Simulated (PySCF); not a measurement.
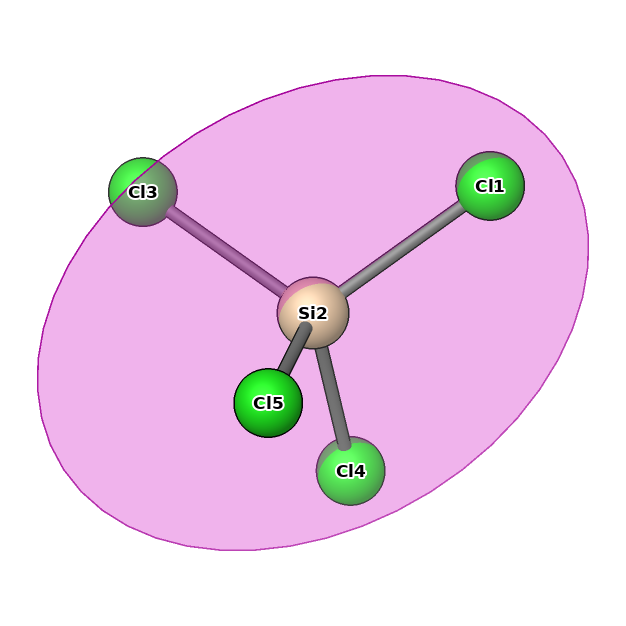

A disc through the centre of mass is drawn in. Distant atoms are faded towards the background colour. The geometry was computed by an optimisation with PBE0-D3(BJ)/def2-TZVP. No frequency run is at hand to confirm it as a minimum.

### Is the plane of the disc a mirror plane of the structure?

Yes. The reflection leaves Cl1, Si2, Cl4 in place and moves Cl3 ↔ Cl5. The point group is Td.
